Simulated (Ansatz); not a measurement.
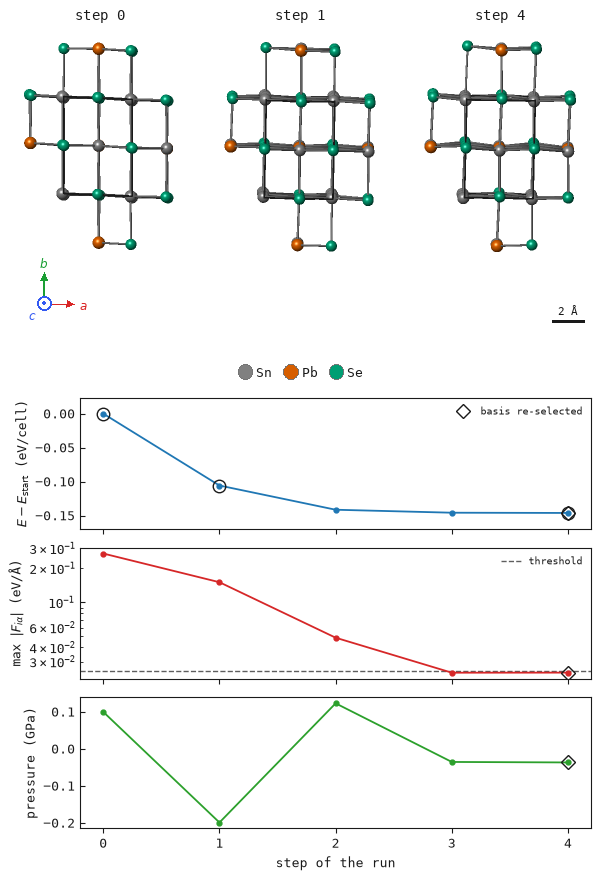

Frames of a relaxation of a crystal of Sn$_{3}$PbSe$_{4}$ (a generated structure, set up in P1) (coarse preliminary run), marked on the history of the run. A ball-and-stick model of the cell of the calculation, seen along the c axis.

Theory: DFT PBE, scalar-relativistic, plane waves, PAW in Ansatz 0.2.0. (plane-wave cutoff 420 eV; k-point mesh 6 × 4 × 4; occupations gaussian; smearing width 0.2 eV; no spin polarisation; cell and atoms relaxed; force threshold 0.025 eV/Å; at most 60 steps)

Question: What happens along the run?

Answer: After 3 accepted moves (4 points after the start) the energy has fallen by 0.146 eV per cell of the calculation. Largest force component: 0.27 eV/Å at the start, 0.024 eV/Å at the end. The pressure goes from 0.10 to −0.04 GPa. The SCF was repeated once at an unchanged geometry on a basis and grid sized afresh for the cell, which shifted the energy by 0.4 meV per cell of the calculation at most. A Se atom moves most relative to the cell: 0.15 Å along [0 3 −1]. Largest moves by element: Se 0.15 Å, Sn 0.14 Å, Pb 0.13 Å. The drawn cell changes as follows: a 4.309 → 4.317 Å (+0.2 %), b 6.122 → 6.173 Å (+0.8 %), c 8.647 → 8.611 Å (−0.4 %), α 86.4° → 89.9°, β 90.7° → 90.0°, γ 92.3° → 89.6°; the volume changes by +0.9 %. Among the contacts that change: Se–Sn 3.084 → 3.292 Å, Se–Sn 3.054 → 3.250 Å, Se–Sn 3.106 → 3.293 Å, Pb–Se 2.997 → 3.167 Å. Bond angles that change, for instance: Se–Pb–Se 83.2° → 92.4°, Se–Pb–Se 94.3° → 85.6°, Sn–Se–Pb 84.2° → 92.1°. The space group stays P1 (No. 1). The run took 7.1 min on 1 thread of Arm Neoverse V2, with other jobs on the host, peak memory 0.85 GiB. From step 0 to 1: a Se atom moves most (0.14 Å), volume +0.5 %, energy −0.106 eV per cell of the calculation. From step 1 to 4: Sn and Se atoms move most (0.13 Å), volume +0.4 %, energy −40.4 meV per cell of the calculation.
